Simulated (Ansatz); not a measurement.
Start from MoS$_{2}$ in the 3R-MoS2 type structure (space group R3m, No. 160; layered, stacked along the Cartesian z axis).

```
CELL_PARAMETERS angstrom
      1.57655     0.91022     5.99710
     -1.57655     0.91022     5.99710
      0.00000    -1.82045     5.99710
ATOMIC_POSITIONS crystal
  Mo 0.00002 0.00002 0.00002
  S  0.75355 0.75355 0.75355
  S  0.57974 0.57974 0.57974
```

Cartesian axes are those of the cell as printed.

Now apply this change: compressive biaxial strain of 4.68 % in the plane normal to [001], as in epitaxy on a mismatched substrate; the out-of-plane cell vector and the atoms relax.

Computed with PBE-D3(BJ)/PAW in Ansatz (an electronic-structure program), no SOC.

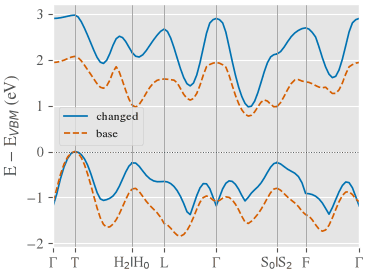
Highest valence and lowest conduction band along the path, each from its own valence-band maximum

**Question.** From the figure, how large is the changed gap, and is it direct?

**Answer.** About 1.0 eV, indirect, T → Γ–S₀ (53 % along).

No phonon test of stability was made.
